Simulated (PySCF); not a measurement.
# SnH2Cl2 (SMILES [Cl][SnH2][Cl]): levels of theory compared

Wanted: a comparison of 3 runs (HF/STO-3G, HF/def2-SVP, wB97X/def2-SVP) of SnH2Cl2. The job is set up through a Python script.

The results are computed with PySCF 2.14.0.

## Step 1: The structure to begin with

The species is SnH2Cl2 (5 atoms), meant as a singlet with charge 0. SMILES: `[Cl][SnH2][Cl]`. The coordinates come from a PBE0-D4/def2-TZVP relaxation.

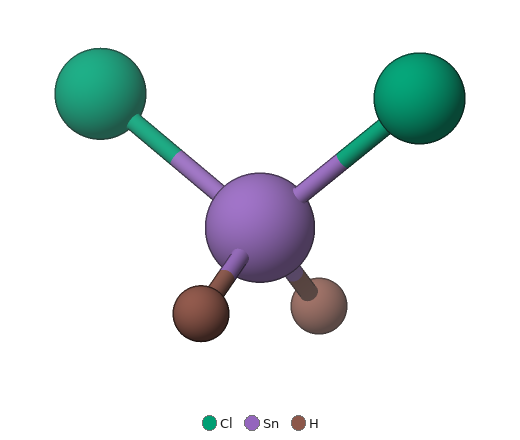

The structure, seen from a chosen angle (chlorine teal, tin purple, hydrogen brown).

## Step 2: Energy and gradient at HF/STO-3G (run 1)

input.py

```python
import pyscf.grad
from pyscf import gto, scf

molecule = gto.M(
    atom=[
    ('Cl', (-1.795300, -0.326200, 1.206500)),
    ('Sn', (0.192400, -0.102900, 0.038600)),
    ('Cl', (-0.250400, 1.295500, -1.753900)),
    ('H', (0.602200, -1.626300, -0.582100)),
    ('H', (1.301000, 0.686300, 1.049400)),
],
    max_memory=1860,
    charge=0,
    verbose=4,
    basis='sto-3g',
    spin=0,
)

myscf = scf.RHF(molecule)
myscf.conv_tol = 1e-10
myscf.kernel()
if not myscf.converged:
    myscf = myscf.newton().run(myscf.mo_coeff, myscf.mo_occ)

etot = myscf.e_tot
print(f'total energy: {etot:.8f} hartree')
grad = myscf.Gradients().kernel()
dip = myscf.dip_moment()
pop, q = myscf.mulliken_pop()
```

Launch:

```bash
OMP_NUM_THREADS=1 python input.py
```

Standard output:

```text
PySCF version 2.14.0

[... 55 lines left out ...]
converged SCF energy = -6873.77365475274
total energy: -6873.77365475 hartree
[... 11 lines left out ...]
Dipole moment(X, Y, Z, Debye):  3.47222, -1.67876,  0.89240
[... 53 lines left out ...]
charge of    4H =     -0.14373
```

Run time: 2.8 s. Hardware: 1 thread of Intel Xeon Platinum 8488C (Sapphire Rapids), shared host; peak memory 0.12 GiB.

## Step 3: Energy and forces at HF/def2-SVP (core potential) (run 2)

calc.py

```python
from pyscf import gto

mol = gto.Mole()
mol.atom = '''
Cl  -1.795300  -0.326200   1.206500
Sn   0.192400  -0.102900   0.038600
Cl  -0.250400   1.295500  -1.753900
H    0.602200  -1.626300  -0.582100
H    1.301000   0.686300   1.049400
'''
mol.verbose = 4
mol.spin = 0
mol.ecp = {'Sn': 'def2-svp'}
mol.basis = 'def2-svp'
mol.max_memory = 1860
mol.build()

hf = mol.RHF()
hf.conv_tol = 1e-10
hf.kernel()
if not hf.converged:
    hf = hf.newton().run(hf.mo_coeff, hf.mo_occ)

e_tot = hf.e_tot
print('E = %.10f Eh' % e_tot)
grad = hf.nuc_grad_method().kernel()
hf.analyze()
```

Launch:

```bash
OMP_NUM_THREADS=1 python calc.py
```

Standard output:

```text
PySCF version 2.14.0

[... 82 lines left out ...]
MO #2   energy= -104.784530567272  occ= 2
[... 13 lines left out ...]
MO #16  energy= -1.39397204163335  occ= 2
[... 13 lines left out ...]
MO #30  energy= 0.0935625736221038 occ= 0
[... 13 lines left out ...]
MO #44  energy= 0.787402446005701  occ= 0
[... 13 lines left out ...]
MO #58  energy= 1.19597076315494   occ= 0
[... 13 lines left out ...]
MO #72  energy= 52.2864206655541   occ= 0
[... 80 lines left out ...]
Dipole moment(X, Y, Z, Debye):  2.59189, -1.25295,  0.66617
```

It took 4.2 s on 1 thread of Intel Xeon Platinum 8488C (Sapphire Rapids), shared host; peak memory 0.14 GiB.

## Step 4: Energy and gradient at wB97X/def2-SVP (core potential) (run 3)

job.py

```python
from pyscf import gto, dft

mol = gto.M(
    atom='''
Cl    -1.795300    -0.326200     1.206500
Sn     0.192400    -0.102900     0.038600
Cl    -0.250400     1.295500    -1.753900
H      0.602200    -1.626300    -0.582100
H      1.301000     0.686300     1.049400
''',
    basis='def2-svp',
    ecp={'Sn': 'def2-svp'},
    max_memory=1860,
    verbose=3,
    spin=0,
)

mf = dft.RKS(mol, xc='wb97x')
mf.grids.level = 5
mf.conv_tol = 1e-10
mf.kernel()
if not mf.converged:
    mf = mf.newton().run(mf.mo_coeff, mf.mo_occ)

energy = mf.e_tot
print('E(%s) = %.9f' % ('WB97X', energy))
grad = mf.nuc_grad_method().kernel()
dip = mf.dip_moment()
pop, q = mf.mulliken_pop()
```

Launch:

```bash
OMP_NUM_THREADS=1 python job.py
```

Standard output:

```text
converged SCF energy = -1135.71819230515
[... 9 lines left out ...]
Dipole moment(X, Y, Z, Debye):  2.42607, -1.17275,  0.62353
[... 78 lines left out ...]
charge of    4H =     -0.07717
```

It took 20 s on 1 thread of Intel Xeon Platinum 8488C (Sapphire Rapids), shared host; peak memory 0.7 GiB.

## Step 5: Overview of the runs

| run | level | core potential | integration grid | energy (Eh) | dipole moment (D) | HOMO energy (eV) | LUMO energy (eV) | wall time |
| --- | --- | --- | --- | --- | --- | --- | --- | --- |
| 1 | HF/STO-3G | – | – | -6873.773655 | 3.96 | -10.19 | 7.24 | 2.8 s |
| 2 | HF/def2-SVP (core potential) | def2-svp | – | -1133.296969 | 2.95 | -12.02 | 2.55 | 4.2 s |
| 3 | wB97X/def2-SVP (core potential) | def2-svp | 5 | -1135.718192 | 2.77 | -11.15 | 1.04 | 20 s |

## Step 6: What came out

| quantity | value |
| --- | --- |
| run 3: total energy | -1135.71819 Eh |
| run 3: dipole moment | 2.77 D |
| run 3: HOMO energy | -11.15 eV |
| run 3: LUMO energy | 1.04 eV |
| run 3: HOMO–LUMO gap | 12.19 eV |
| run 3: largest force on an atom | 0.363 eV/Å |

What this shows: The dipole moment (its size) runs from 2.77 D (wB97X/def2-SVP) to 3.96 D (HF/STO-3G). The two ends differ in method and basis and core potential. The HOMO–LUMO gap runs from 12.19 eV (wB97X/def2-SVP) to 17.44 eV (HF/STO-3G). Some runs of one species differ in core potentials or relativity; totals across that change don't compare. In run 1 the basis is minimal, so the values are rough. In run 1 relativity is left out where basis or elements ask for it. All runs together took 27 s, the longest 20 s.
